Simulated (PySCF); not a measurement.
# F6Mo ([MoF6]-): the cost of one run

Computed with PySCF 2.14.0 and routines of our own; the level stands in each step. Atoms count from 0.

## 1. The starting structure

7 atoms, charge -1, states of the metal's open shell are computed; geometry from: model geometry, bond lengths from ionic radii.

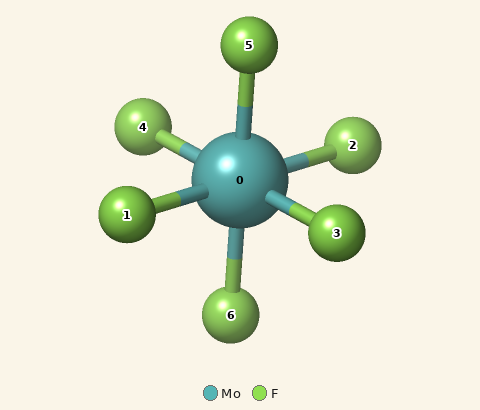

The starting geometry (molybdenum teal, fluorine green); sticks join atoms by distance alone.

## 2. Ligand-field states: state-averaged CASSCF

Job settings and geometry (Å):

```
{"job": {"kind": "lf", "basis": {"metal": "x2c-TZVPall", "ligand": "x2c-SVPall"}, "nevpt": true}, "charge": -1, "metal": "Mo", "open_shell": "d1"}
Mo     0.000000     0.000000     0.000000
F      0.000000     0.000000     1.910000
F      0.000000     0.000000    -1.910000
F      1.910000     0.000000     0.000000
F     -1.910000     0.000000     0.000000
F      0.000000     1.910000     0.000000
F     -0.000000    -1.910000     0.000000
```

With the program's defaults for keys left out, this is: state-averaged CASSCF of the metal d shell, SC-NEVPT2 on the averaged canonical orbitals, state-interaction spin-orbit coupling.

Run with:

```
OMP_NUM_THREADS=1 python lf_run.py task.json out
```

The driver reads the jobs from task.json and runs them one after another.

**Question.** How long does this first job take on 1 thread of Arm Neoverse V1, shared host, and how much memory does it need?

About 11 s, with a peak of 0.35 GiB.
